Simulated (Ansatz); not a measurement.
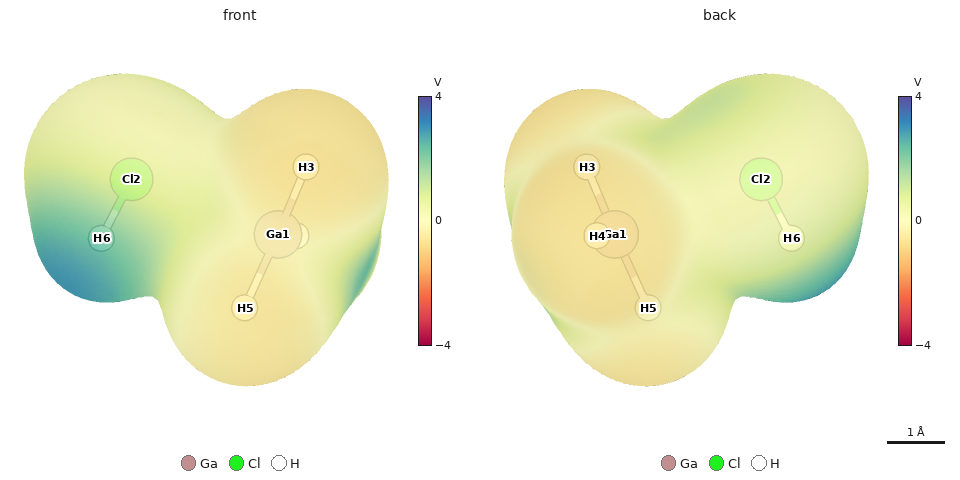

Figure. GaH3···HCl. The electrostatic potential painted on the density surface at 0.002 e/bohr³, seen from the front and from behind; the colour scale runs from red (negative) to blue (positive).

The calculation used RKS PBE0-D4/def2-mTZVP in Ansatz 0.2.0.

```xyz
6

Ga    0.0200   -0.4710   -0.3897
Cl    0.0210   -0.0237    2.3484
H     1.3718    0.2861   -0.6542
H    -1.3578    0.2405   -0.6458
H     0.0468   -2.0251   -0.1142
H     0.0429   -1.2885    2.6288
```

Where is the surface potential most negative and most positive?

Answer. The most negative region (about −0.6 V) lies over H3 and H4, the most positive (about +2.9 V) over H6. Cl2 shows a σ-hole: about +1.1 V at the tip opposite its bond, against about 0.0 V on its flanks.
